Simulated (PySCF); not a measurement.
```xyz
16

C    -2.2131    1.1155    0.2472
C    -2.2229   -0.1853    0.4927
Si   -0.8112   -1.3830    0.1573
C     0.7594   -0.4345   -0.3581
Cl    1.9421   -1.6886   -0.8993
Si    1.6674    0.6131    0.9591
O     3.0114    1.2674    0.3329
H    -3.0611    1.7529    0.4497
H    -1.3479    1.6062   -0.1683
H    -3.1247   -0.6194    0.9077
H    -0.5038   -2.1561    1.3645
H    -1.1731   -2.2889   -0.9413
H     0.5668    0.1588   -1.2522
H     1.9787   -0.2761    2.0757
H     0.8864    1.7877    1.3139
H     3.6379    0.7395   -0.1579
```

Geometry: GFN2-xTB.

All numbers below come from PySCF 2.14.0, B3LYP/def2-SVPD, SCF density, gas phase.

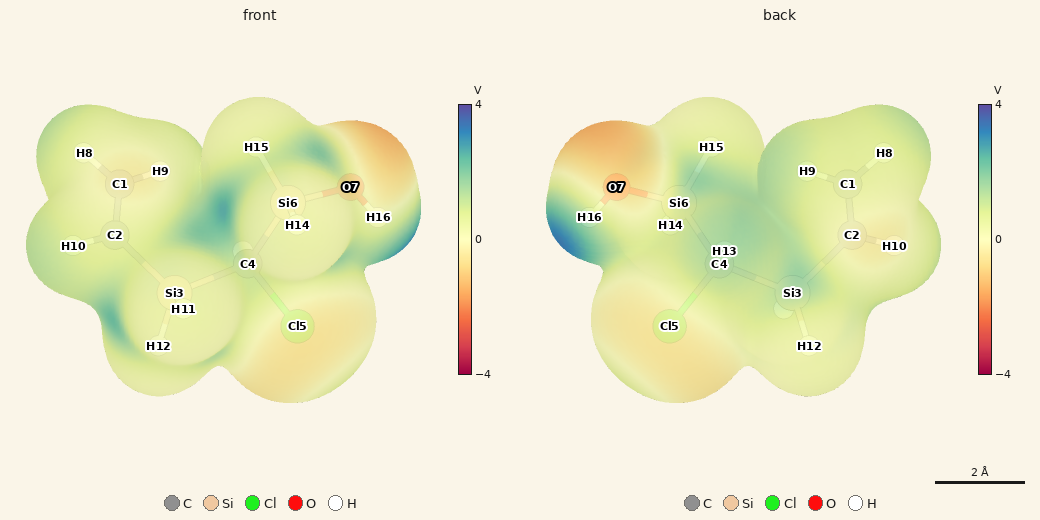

C$_{3}$H$_{9}$ClOSi$_{2}$ (SMILES C=C[SiH2][C@H](Cl)[SiH2]O). The molecular electrostatic potential painted on the density surface at 0.004 e/bohr³, seen from the front and from behind; the colour scale runs from red (negative) to blue (positive).

Q: Describe the electrostatic potential map.

A: The most negative region (about −1.4 V) lies over O7, the most positive (about +3.1 V) over H16. Cl5 shows a σ-hole: about +0.7 V at the tip opposite its bond, against about −0.1 V on its flanks. O7 is the likeliest acceptor of a hydrogen bond.

Q: What dipole moment does the calculation give?

A: Its dipole moment is 1.38 D.
